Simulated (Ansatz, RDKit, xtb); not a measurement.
# Si2H2ClF2: from the formula to a structure, part 2 of 2

Only the formula Si2H2ClF2 is given (odd number of electrons). Aim: find the structure of lowest free energy at 298.15 K, then its properties.

xtb, Ansatz and PySCF; isolated molecules.

## 10. c457b at MP2/def2-TZVPP

The input, input.yaml:

```yaml
crystal:
  periodic: [false, false, false]
  atoms:
    - {symbol: Cl, position_ang: [-0.239101, -0.507881, -3.170663]}
    - {symbol: F, position_ang: [-1.790825, 0.993019, -1.141190]}
    - {symbol: F, position_ang: [-0.176949, -0.792132, -0.221969]}
    - {symbol: Si, position_ang: [-0.319418, 0.378104, -1.308963]}
    - {symbol: Si, position_ang: [1.291141, 2.013305, -0.961223]}
    - {symbol: H, position_ang: [1.134475, 3.158027, -1.898251]}
    - {symbol: H, position_ang: [2.670343, 1.459247, -1.022651]}
basis:
  gaussian: {orbitals: def2-TZVPP}
magnetization: {spin_polarized: true, initial_magnetization: 1}
correlation: {method: mp2, frozen_orbitals: {Si: 5, H: 0, F: 1, Cl: 5}}
```

The run is started by

```bash
$ ansatz run input.yaml --threads 2 --pin off --max-ram 4350MiB --events-out events.jsonl --progress --plain --runs-dir runs
```

Output:

```text
Warning: RAYON_NUM_THREADS=2 ignored (pool sized by the plan → 2); use --threads N
Functional definition: HF
  name "HF"
  exchange = exact_x
  correlation = 0
1311 factors; integrals over basis functions are off by at most 8.6e-4 eV
mean field evaluation 1: about -33676.1221 eV, gradient 2.7e1 eV
mean field evaluation 2: about -33676.1287 eV, gradient 2.7e1 eV
mean field evaluation 4: about -33679.2206 eV, gradient 2.4e0 eV
mean field evaluation 8: about -33679.3116 eV, gradient 1.5e-1 eV
mean field -33679.31216019 eV, -1237.6918932292 hartree, gradient 8.3e-6 eV, S^2 0.758861; 0 other end points of the search recorded, 0 dependent functions left out
17 core orbitals not correlated: weight in the atoms' cores, before any rotation towards them, 1.000 or more for the frozen orbitals, at most 0.000 for the correlated occupied ones
reference -33679.31216019 eV, -1237.6918932292 hartree; 16, 15 occupied and 183, 184 virtual orbitals, 1311 factors
second order -24.45157888 eV of doubles, -0.00000000 eV of singles
Total energy: -33703.76373907 eV, -1238.5904721792 hartree
```

Run time: 5.1 s. Hardware: 2 threads of Intel Xeon Platinum 8375C at 2.90GHz (Ice Lake), shared host; peak memory 0.61 GiB.

## 11. c840a at CCSD(T)/def2-SVP

The input, input.yaml:

```yaml
crystal:
  periodic: [false, false, false]
  atoms:
    - symbol: Cl
      position_ang: [2.271442, 1.662559, 0.917624]
    - symbol: F
      position_ang: [-1.730023, 0.507747, 0.430453]
    - symbol: F
      position_ang: [-1.113071, -1.970036, 0.843141]
    - symbol: Si
      position_ang: [-0.666312, -0.456209, 1.156729]
    - symbol: Si
      position_ang: [1.510433, -0.188460, 0.318597]
    - symbol: H
      position_ang: [-0.741977, -0.218553, 2.616592]
    - symbol: H
      position_ang: [1.618615, -0.258853, -1.167319]
basis:
  gaussian: {orbitals: def2-SVP}
magnetization: {spin_polarized: true, initial_magnetization: 1}
correlation: {method: ccsd_t, frozen_orbitals: {Si: 5, H: 0, F: 1, Cl: 5}}
scf: {omitted_lower_state_checks: [cluster_reference]}
```

The run is started by

```bash
$ ansatz run input.yaml --threads 2 --pin off --max-ram 4350MiB --events-out events.jsonl --progress --plain --runs-dir runs
```

Output, shortened:

```text
Warning: RAYON_NUM_THREADS=2 ignored (pool sized by the plan → 2); use --threads N
[... 2 set-up lines as earlier in the session ...]
[...]
850 factors; integrals over basis functions are off by at most 1.2e-3 eV
[...]
mean field -33661.76511898 eV, -1237.0470513587 hartree, gradient 3.3e-6 eV, S^2 0.756808; 0 other end points of the search recorded, 0 dependent functions left out
17 core orbitals not correlated: weight in the atoms' cores, before any rotation towards them, 1.000 or more for the frozen orbitals, at most 0.000 for the correlated occupied ones
reference -33661.76511898 eV, -1237.0470513587 hartree; 16, 15 occupied and 59, 60 virtual orbitals, 850 factors
second order -18.16216963 eV of doubles, -0.00000000 eV of singles
cycle   1  -18.70074589 eV  change   -5.4e-1 eV  update   1.0e-1
[...]
cycle  11  -19.24678858 eV  change    6.7e-6 eV  update   2.7e-5
perturbative correction -0.37082243 eV, -0.0136274730 hartree
Total energy: -33681.38272999 eV, -1237.7679852660 hartree
Checks for a lower state left out: cluster_reference
```

Wall time 11 s (2 threads of Intel Xeon Platinum 8375C at 2.90GHz (Ice Lake), shared host).

## 12. Free energies and the winner

Energies in kcal/mol from c457b; G adds the thermal terms to the CCSD(T)/def2-SVP + MP2/def2-TZVPP - MP2/def2-SVP energy. The columns left of the relaxed level are at the tight-binding geometries.

| label | SMILES | spin | GFN2-xTB | HF/STO-3G | r2SCAN-D4/def2-SVP | B3LYP/6-31G* | HF/def2-SVP | MP2/def2-SVP | CCSD(T)/def2-SVP + MP2/def2-TZVPP - MP2/def2-SVP | G | share at equilibrium | T1 |
| --- | --- | --- | --- | --- | --- | --- | --- | --- | --- | --- | --- | --- |
| c457b | F[Si](F)([SiH2])Cl | doublet | 0.0 | 0.0 | 0.0 | 0.0 | 0.0 | 0.0 | 0.0 | 0.0 | 100.0 % | 0.013 |
| c840a | F[SiH](F)[SiH]Cl | doublet | -8.7 | 2.3 | 7.8 | 5.6 | 5.5 | 7.2 | 5.5 | 5.1 | < 0.1 % | 0.014 |
| c840b | F[SiH](F)[SiH]Cl | doublet | -7.0 | 2.2 | 8.2 | 6.0 | 6.3 | 7.7 | 5.8 | 5.5 | < 0.1 % | 0.014 |

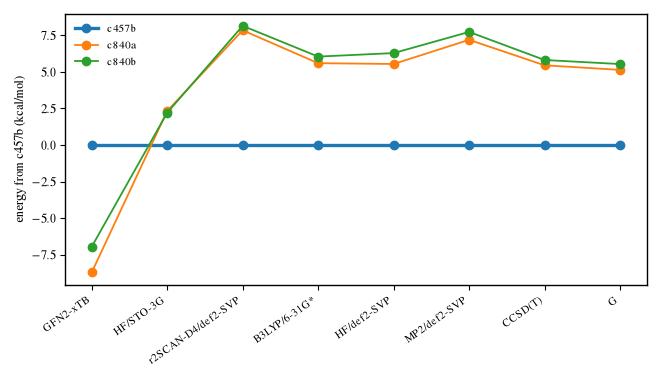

The finalists at each level, measured from c457b.

Lowest found: c457b, `F[Si](F)([SiH2])Cl`, a doublet of point group Cs. Bond lengths: Cl1–Si4 2.063 Å, F2–Si4 1.604 Å, F3–Si4 1.604 Å, Si4–Si5 2.321 Å, Si5–H6 1.488 Å, Si5–H7 1.488 Å. Angles: Cl1–Si4–F2 107.1°, Cl1–Si4–F3 107.1°, Cl1–Si4–Si5 114.2°, F2–Si4–F3 106.9°, F2–Si4–Si5 110.5°, F3–Si4–Si5 110.5°, Si4–Si5–H6 112.0°, Si4–Si5–H7 112.0°, H6–Si5–H7 111.0°.

```xyz
7

Cl   -0.2391   -0.5079   -3.1707
F    -1.7908    0.9930   -1.1412
F    -0.1769   -0.7921   -0.2220
Si   -0.3194    0.3781   -1.3090
Si    1.2911    2.0133   -0.9612
H     1.1345    3.1580   -1.8983
H     2.6703    1.4592   -1.0227
```

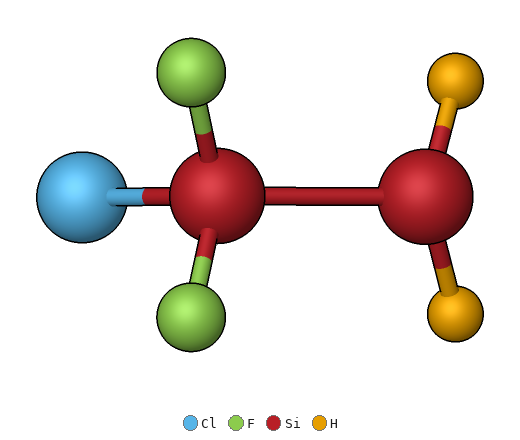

The lowest structure found, seen from a chosen angle (chlorine blue, fluorine green, silicon red, hydrogen amber).

## 13. Density, orbitals and dipole (PBE0/def2-TZVPD)

The input, input.yaml:

```yaml
crystal:
  periodic: [false, false, false]
  atoms:
    - {symbol: Cl, position_ang: [-0.239101, -0.507881, -3.170663]}
    - {symbol: F, position_ang: [-1.790825, 0.993019, -1.141190]}
    - {symbol: F, position_ang: [-0.176949, -0.792132, -0.221969]}
    - {symbol: Si, position_ang: [-0.319418, 0.378104, -1.308963]}
    - {symbol: Si, position_ang: [1.291141, 2.013305, -0.961223]}
    - {symbol: H, position_ang: [1.134475, 3.158027, -1.898251]}
    - {symbol: H, position_ang: [2.670343, 1.459247, -1.022651]}
basis:
  gaussian: {orbitals: def2-TZVPD}
magnetization: {spin_polarized: true, initial_magnetization: 1}
hamiltonian: {xc: pbe0}
output: {forces: true, orbitals: {seedname: orbitals}}
```

The run is started by

```bash
$ ansatz run input.yaml --threads 2 --pin off --max-ram 4350MiB --events-out events.jsonl --progress --plain --runs-dir runs
```

Output, shortened:

```text
Warning: RAYON_NUM_THREADS=2 ignored (pool sized by the plan → 2); use --threads N
Functional definition: PBE0
  name "PBE0"
[...]
1396 factors; their error is unknown
[...]
mean field -33735.51560267 eV, -1239.7573316443 hartree, gradient 6.4e-5 eV, S^2 0.754356; 0 other end points of the search recorded, 0 dependent functions left out
[...]
reference -33735.51565336 eV, -1239.7573335072 hartree; 33, 32 occupied and 197, 198 virtual orbitals, 1396 factors
Total energy: -33735.51565336 eV, -1239.7573335072 hartree
Atom 0 at    -0.239101    -0.507881    -3.170663 Å, force    -0.036616     0.205787     0.464039 eV/Å
Atom 1 at    -1.790825     0.993019    -1.141190 Å, force     0.623923    -0.267827    -0.067358 eV/Å
Atom 2 at    -0.176949    -0.792132    -0.221969 Å, force    -0.068212     0.497863    -0.461628 eV/Å
Atom 3 at    -0.319418     0.378104    -1.308963 Å, force    -0.460034    -0.383009     0.063794 eV/Å
Atom 4 at     1.291141     2.013305    -0.961223 Å, force     0.008149    -0.025138    -0.063076 eV/Å
Atom 5 at     1.134475     3.158027    -1.898251 Å, force    -0.022764    -0.025785     0.038308 eV/Å
Atom 6 at     2.670343     1.459247    -1.022651 Å, force    -0.044445    -0.001890     0.025922 eV/Å
Dipole moment:     0.332209     0.305800     0.010633 e Å
```

Wall time 9.3 s (2 threads of Intel Xeon Platinum 8375C at 2.90GHz (Ice Lake), shared host); peak memory 0.88 GiB.

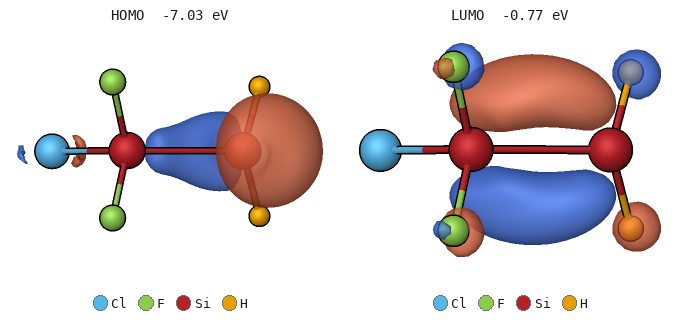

Frontier orbitals of this run (spin up), surfaces at ±0.2 Å^-3/2.

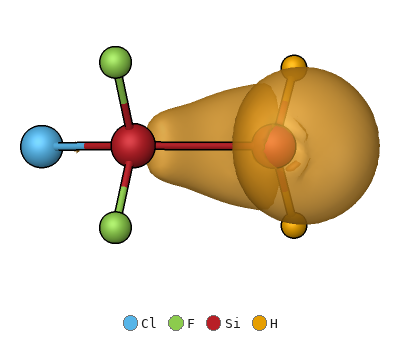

Spin density, surfaces at ±0.03 e/Å³.

## 14. Frequencies after a tight-binding relaxation (GFN2-xTB)

The input, start.xyz:

```xyz
7
c457b
Cl    -0.239101    -0.507881    -3.170663
F     -1.790825     0.993019    -1.141190
F     -0.176949    -0.792132    -0.221969
Si    -0.319418     0.378104    -1.308963
Si     1.291141     2.013305    -0.961223
H      1.134475     3.158027    -1.898251
H      2.670343     1.459247    -1.022651
```

The run is started by

```bash
$ xtb start.xyz --gfn 2 --ohess tight --uhf 1
```

Output, shortened:

```text
* xtb version 6.7.1
[...]
          :  # basis functions                  40          :
[...]
          :  # electrons                        31          :
[...]
          :  Hamiltonian                  GFN2-xTB          :
[...]
          :  net charge                          0          :
          :  unpaired electrons                  1          :
[...]
   *** convergence criteria satisfied after 15 iterations ***
[...]
   *** GEOMETRY OPTIMIZATION CONVERGED AFTER 9 ITERATIONS ***
[...]
   *** convergence criteria satisfied after 3 iterations ***
[...]
         ::                     SUMMARY                     ::
         :::::::::::::::::::::::::::::::::::::::::::::::::::::
         :: total energy             -18.601365578699 Eh    ::
         :: gradient norm              0.000152161372 Eh/a0 ::
         :: HOMO-LUMO gap              2.393940096777 eV    ::
         ::.................................................::
         :: SCC energy               -18.661149027769 Eh    ::
         :: -> isotropic ES            0.050772734760 Eh    ::
         :: -> anisotropic ES         -0.004510048975 Eh    ::
         :: -> anisotropic XC         -0.003174726435 Eh    ::
         :: -> dispersion             -0.005535829990 Eh    ::
         :: repulsion energy           0.059783449070 Eh    ::
         :: add. restraining           0.000000000000 Eh    ::
         :: total charge              -0.000000000000 e     ::
         :::::::::::::::::::::::::::::::::::::::::::::::::::::
[...]
        16        1.0000           -0.3170289              -8.6268 (HOMO)
        17                         -0.2290537              -6.2329 (LUMO)
[...]
     #   Z          covCN         q      C6AA      α(0)
     1  17 Cl       0.805    -0.214   105.797    15.735
     2   9 F        0.705    -0.273    12.030     4.095
     3   9 F        0.705    -0.273    12.030     4.095
     4  14 Si       3.170     0.552   143.607    25.413
     5  14 Si       2.792     0.325   182.204    29.635
     6   1 H        0.918    -0.059     4.313     3.248
     7   1 H        0.918    -0.059     4.313     3.248
[...]
          | TOTAL ENERGY              -18.601365578869 Eh   |
          | TOTAL ENTHALPY            -18.570278569577 Eh   |
          | TOTAL FREE ENERGY         -18.612325151059 Eh   |
          | GRADIENT NORM               0.000150889420 Eh/α |
[...]
```

Wall time 0.22 s (2 threads of Intel Xeon Platinum 8375C at 2.90GHz (Ice Lake), shared host).

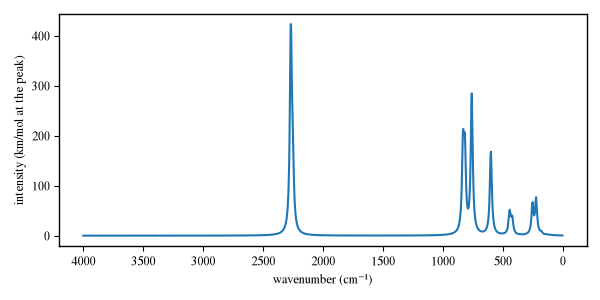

Harmonic infrared spectrum, unscaled, lines broadened by 10 cm⁻¹.

## 15. The cation at the same geometry (PBE0/def2-TZVPD)

input.yaml: that of step 13 with these lines changed.

```diff
@@ -11,5 +11,6 @@
 basis:
-  gaussian: {orbitals: def2-TZVPD}
-magnetization: {spin_polarized: true, initial_magnetization: 1}
-hamiltonian: {xc: pbe0}
-output: {forces: true, orbitals: {seedname: orbitals}}
+  gaussian:
+    orbitals: def2-TZVPD
+hamiltonian:
+  xc: {name: PBE0}
+total_charge: 1
```

The run is started by

```bash
$ ansatz run input.yaml --threads 2 --pin off --max-ram 4350MiB --events-out events.jsonl --progress --plain --runs-dir runs
```

Output:

```text
Warning: RAYON_NUM_THREADS=2 ignored (pool sized by the plan → 2); use --threads N
[... 2 set-up lines as earlier in the session ...]
  parameter a = 0.25
  parameter kappa = 0.804
  parameter beta = 0.06672455060314922
  exchange = (1 - a)*pbe_x(kappa = kappa, mu = beta*pi^2/3) + a*exact_x
  correlation = pbe_c(beta = beta)
1396 factors; their error is unknown
mean field evaluation 1: about -33716.5515 eV, gradient 8.0e1 eV
mean field evaluation 2: about -33626.0646 eV, gradient 2.1e2 eV
mean field evaluation 4: about -33726.1737 eV, gradient 8.0e0 eV
mean field evaluation 8: about -33726.3047 eV, gradient 1.5e-1 eV
mean field evaluation 16: about -33726.3589 eV, gradient 8.2e-5 eV
mean field -33726.35887130 eV, -1239.4208279732 hartree, gradient 8.3e-5 eV, S^2 0.000000; 0 other end points of the search recorded, 0 dependent functions left out
reference -33726.35892006 eV, -1239.4208297649 hartree; 32, 32 occupied and 198, 198 virtual orbitals, 1396 factors
Total energy: -33726.35892006 eV, -1239.4208297649 hartree
```

Run time: 4.2 s. Hardware: 2 threads of Intel Xeon Platinum 8375C at 2.90GHz (Ice Lake), shared host.

Difference from the parent: 9.16 eV. Only this spin of the product was run; a higher spin can lie lower.

## 16. The anion at the same geometry (PBE0/def2-TZVPD)

input.yaml: that of step 15 with these lines changed.

```diff
@@ -13,4 +13,9 @@
     orbitals: def2-TZVPD
+total_charge: -1
+magnetization:
+  spin_polarized: false
+  initial_magnetization: 0
 hamiltonian:
-  xc: {name: PBE0}
-total_charge: 1
+  xc: pbe0
+scf:
+  lower_state_search: "off"
```

The run is started by

```bash
$ ansatz run input.yaml --threads 2 --pin off --max-ram 4350MiB --events-out events.jsonl --progress --plain --runs-dir runs
```

Output, shortened:

```text
Warning: RAYON_NUM_THREADS=2 ignored (pool sized by the plan → 2); use --threads N
[... 2 set-up lines as earlier in the session ...]
[...]
1396 factors; their error is unknown
[...]
mean field -33737.28159216 eV, -1239.8222305610 hartree, gradient 3.9e-6 eV, S^2 0.000000; 0 other end points of the search recorded, 0 dependent functions left out
reference -33737.28164028 eV, -1239.8222323296 hartree; 33, 33 occupied and 197, 197 virtual orbitals, 1396 factors
Total energy: -33737.28164028 eV, -1239.8222323296 hartree
Checks for a lower state left out: stability, starts, cluster_reference, orbital_swaps, neighbouring_geometries, increment
```

Run time: 3.3 s. Hardware: 2 threads of Intel Xeon Platinum 8375C at 2.90GHz (Ice Lake), shared host.

Parent less the species with the added electron: 1.77 eV.

## 17. The quartet at the same geometry (PBE0/def2-TZVPD)

input.yaml: that of step 16 with these lines changed.

```diff
@@ -13,9 +13,6 @@
     orbitals: def2-TZVPD
-total_charge: -1
 magnetization:
-  spin_polarized: false
-  initial_magnetization: 0
+  spin_polarized: true
+  initial_magnetization: 3
 hamiltonian:
   xc: pbe0
-scf:
-  lower_state_search: "off"
```

The run is started by

```bash
$ ansatz run input.yaml --threads 2 --pin off --max-ram 4350MiB --events-out events.jsonl --progress --plain --runs-dir runs
```

Output, shortened:

```text
Warning: RAYON_NUM_THREADS=2 ignored (pool sized by the plan → 2); use --threads N
[... 7 set-up lines as earlier in the session ...]
1396 factors; their error is unknown
mean field evaluation 1: about -33725.3245 eV, gradient 3.2e1 eV
mean field evaluation 2: about -33718.3976 eV, gradient 5.8e1 eV
mean field evaluation 4: about -33729.1733 eV, gradient 2.8e0 eV
mean field evaluation 8: about -33729.2633 eV, gradient 7.3e-2 eV
mean field evaluation 16: about -33729.3208 eV, gradient 4.6e-4 eV
mean field -33729.32078470 eV, -1239.5296762828 hartree, gradient 3.3e-5 eV, S^2 3.754350; 4 other end points of the search recorded, 0 dependent functions left out
reference -33729.32084024 eV, -1239.5296783241 hartree; 34, 31 occupied and 196, 199 virtual orbitals, 1396 factors
Total energy: -33729.32084024 eV, -1239.5296783241 hartree
```

It took 12 s on 2 threads of Intel Xeon Platinum 8375C at 2.90GHz (Ice Lake), shared host; peak memory 0.89 GiB.

It lies 6.19 eV above the doublet.

## 18. What came out

What follows sums up all 2 parts.

```
                                               quantity                                                                     value
                                 lowest structure found                                           F[Si](F)([SiH2])Cl, doublet, Cs
                                          next finalist                       F[SiH](F)[SiH]Cl, doublet, 5.1 kcal/mol higher in G
              share at equilibrium, among the finalists                                                                   100.0 %
                                                 funnel  32 starts, 26 minima at GFN2-xTB, 10 screening runs, 6 relaxed, 3 ranked
                                   CPU time of all runs                                                                    36 min
harmonic wavenumbers, lowest and highest (B3LYP/6-31G*)                                                         106 and 2265 cm⁻¹
                    rotational constants, same geometry                                            0.09213, 0.05826, 0.04956 cm⁻¹
                        dipole moment (PBE0/def2-TZVPD)                                                                    2.17 D
   HOMO energy (highest over α and β) (PBE0/def2-TZVPD)                                                                  -7.03 eV
    LUMO energy (lowest over α and β) (PBE0/def2-TZVPD)                                                                  -3.45 eV
     vertical ionisation energy (to the singlet cation)                                                                   9.16 eV
                             vertical electron affinity                                                                   1.77 eV
                          vertical quartet less doublet                                                                  +6.19 eV
```

In words: The lowest structure found is `F[Si](F)([SiH2])Cl`. Among the finalists first place is clear (5.1 kcal/mol); structures outside the list aren't covered. r2SCAN-D4/def2-SVP, B3LYP/6-31G*, HF/def2-SVP and MP2/def2-SVP already put its bonding pattern lowest among the structures in one piece; GFN2-xTB favours the doublet F[SiH2][Si](F)Cl (c040a, not a finalist); HF/STO-3G favours the doublet F[Si](F)[SiH2]Cl (c037b, not a finalist). The largest share of the time went into recheck (54 %). 2 minima inside the window were never screened. Lowest found is not proven lowest: the search is finite, and each finalist counts with one conformer. Patterns outside the rules of the enumeration were met only by chance.
